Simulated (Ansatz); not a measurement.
```yaml
atoms:
  - { symbol: Be, position_ang: [0.5885, -0.1178, -1.0069] }
  - { symbol: Be, position_ang: [-0.5885, 0.1178, 1.0069] }
  - { symbol: Te, position_ang: [-1.5198, -0.9452, -0.7777] }
  - { symbol: Te, position_ang: [1.5198, 0.9452, 0.7777] }
```

Geometry: PBE0-D4/def2-TZVP; core potentials replace the inner electrons of Te.

Theory: Ansatz 0.2.0, UKS PBE0-D4/def2-TZVP.

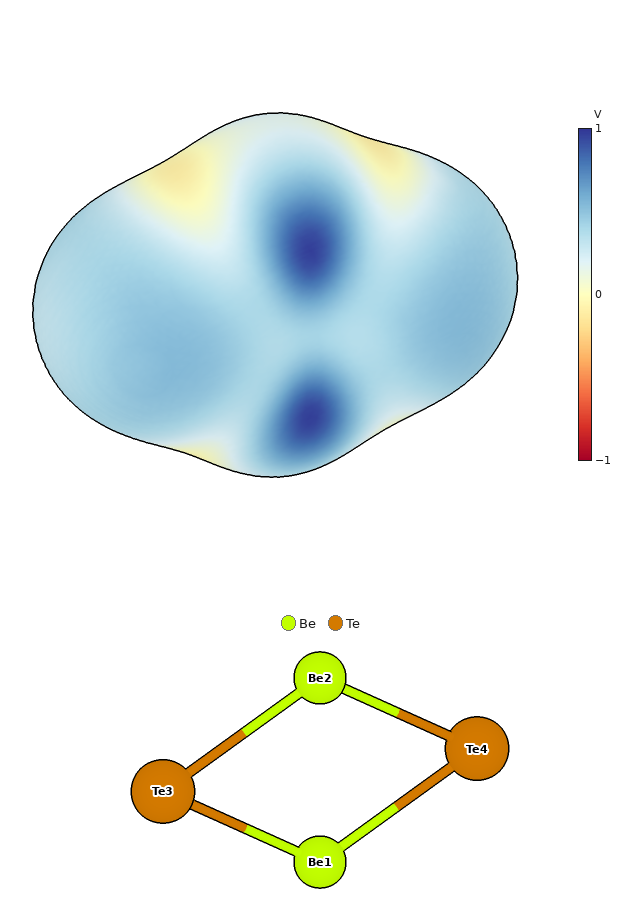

Be$_{2}$Te$_{2}$ (triplet). The molecular electrostatic potential painted on the density surface at 0.002 e/bohr³, seen at a tilt; red is negative and blue positive. The bare structure is drawn below in the same view.

Describe the electrostatic potential map.

Answer. The most negative region (about −0.1 V) lies over Te3 and Te4, the most positive (about +0.9 V) over Be1 and Be2.
